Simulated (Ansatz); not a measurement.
SiH₄O: several calculations on one system

## 1. Relaxation

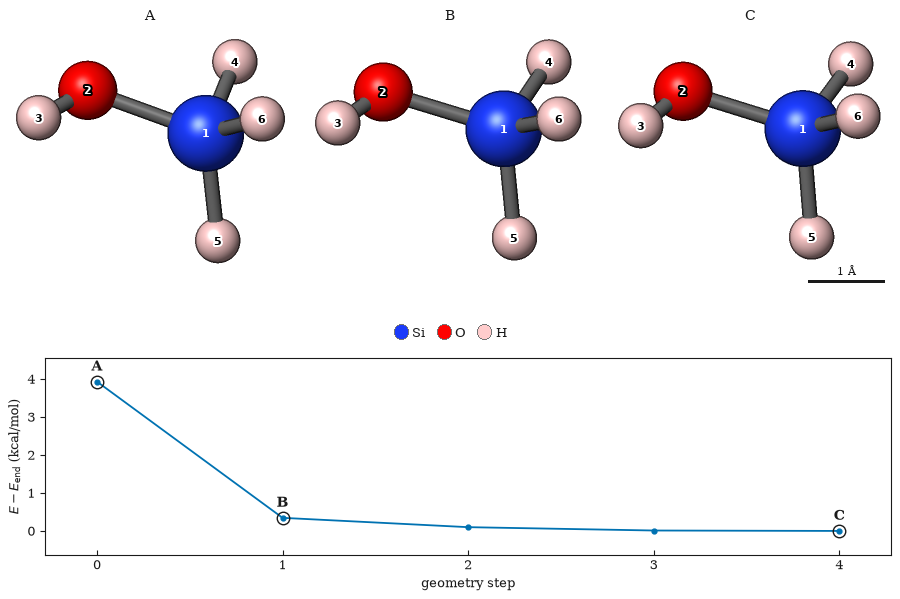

Frames of a relaxation of SiH₄O, marked on the history of the run. A ball-and-stick model, seen from a free direction.

The run prepares an end point of a later path (reaction) calculation, from a guessed geometry.

Computed with RKS r2SCANh/def2-SVP (Ansatz). Set-up: no spin polarisation; force threshold 0.03 eV/Å; at most 50 steps.

> Describe the path.

H4 moves most after the best rigid fit: 0.22 Å. By element the largest moves are H 0.22 Å, Si 0.08 Å, O 0.07 Å. Among the contacts that change: Si1–H4 1.454 → 1.483 Å. Among the angles between lasting bonds that change: O2–Si1–H4 92.2° → 106.3°, Si1–O2–H3 121.2° → 117.3°, H4–Si1–H6 113.2° → 109.4°. Over 4 geometry steps the energy falls by 3.93 kcal/mol. The largest force component goes from 1 to 0.0099 eV/Å. From step 0 to 1: H4 moves most (0.19 Å), energy −3.58 kcal/mol. From step 1 to 4: H3 moves most (0.05 Å), energy −0.35 kcal/mol.

```tsv
step	E − E(0), kcal/mol	largest force component, eV/Å
0	0.00	1.0340
1	-3.58	0.3412
2	-3.83	0.1990
3	-3.92	0.0692
4	-3.93	0.0099
```

## 2. Relaxation

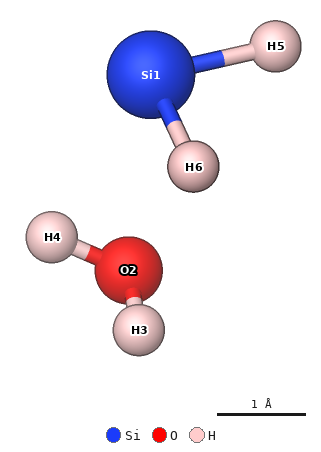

SiH4O, before the relaxation. Style: ball-and-stick. Shown from a free direction.

The run prepares an end point of a later path (reaction) calculation, from a guessed geometry.

Computed with Ansatz 0.2.0, RKS r2SCANh/def2-SVP.

The input:
```yaml
crystal:
  periodic: [false, false, false]
  atoms:
    - { symbol: Si, position_ang: [-0.120616, 0.081875, -0.918938] }
    - { symbol: O, position_ang: [1.152743, 0.195728, 1.633602] }
    - { symbol: H, position_ang: [0.743199, -0.599206, 1.999487] }
    - { symbol: H, position_ang: [1.766289, -0.158429, 0.95199] }
    - { symbol: H, position_ang: [-1.126312, 1.181062, -0.599561] }
    - { symbol: H, position_ang: [-0.994803, -0.98243, -0.24798] }
basis:
  gaussian: { orbitals: def2-SVP }
hamiltonian:
  xc: r2scanh
relax:
  f_tol: 0.03
  max_steps: 50
```

Command:
```bash
ansatz run input.yaml --threads 1 --pin off --max-ram 2048MiB --backend cpu --events-out ev --progress --plain --runs-dir out
```

**Where does the relaxation end?**

The energy falls by 53.3 kJ/mol in 7 geometry steps. Largest force component: 1.2 eV/Å at the start, 0.022 eV/Å at the end. The largest move after the best rigid fit is that of O2, 0.57 Å. By element the largest moves are O 0.57 Å, H 0.52 Å, Si 0.22 Å. Among the contacts that change: Si1–O2 2.855 → 2.069 Å, O2–H4 0.983 → 0.966 Å, Si1–H6 1.532 → 1.539 Å, Si1–H5 1.524 → 1.528 Å. Bond angles that change, for instance: H3–O2–H4 103.3° → 106.9°. Cost: 12 s on 1 thread of Arm Neoverse V2, on a shared host, peak memory 0.11 GiB.

The structure at the end:

```xyz
6

Si    0.0074    0.1225   -0.7396
O     0.9690    0.1580    1.0915
H     0.4340   -0.2354    1.7932
H     1.7957   -0.3396    1.0569
H    -1.0013    1.1082   -0.1521
H    -0.7843   -1.0950   -0.2312
```

The end point in the same view:

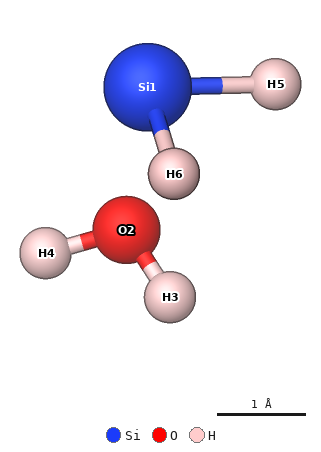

Limits of the set-up: the start holds two separate molecules, 2.7 Å apart at their closest, whose relative position is a soft coordinate and is computed without a dispersion correction.

## 3. Path

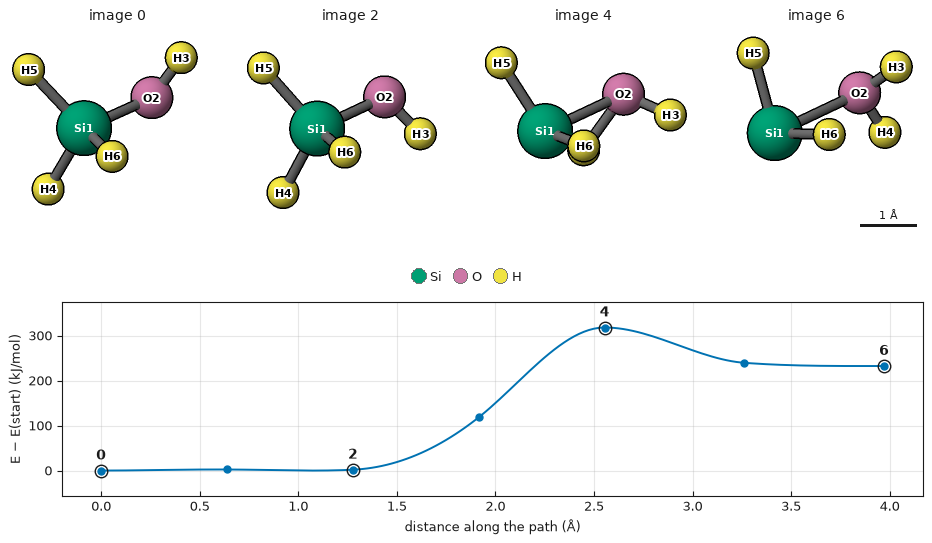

NEB run on SiH$_{4}$O. Images are numbered from 0 (start) to 6 (end). The picture is a ball-and-stick view, seen from a free direction.

Method: RKS r2SCANh/def2-SVP (Ansatz 0.2.0). Settings: 5 movable images; climbing image; force threshold 0.05 eV/Å; iteration limit 60; starting path through a guess of the saddle point.

### Read off the barrier and say what moves.

The energy climbs by 317.9 kJ/mol to image 4 and then falls by 85.6 kJ/mol, so the end point sits at +232.3 kJ/mol. A hydrogen atom shifts from one atom to another. Breaking: Si1–H4 (1.48 → 1.62 at the top → 2.58 Å). Forming: O2–H4 (2.52 → 1.28 at the top → 0.97 Å). The band converged in 16 iterations, with a climbing image at the top.
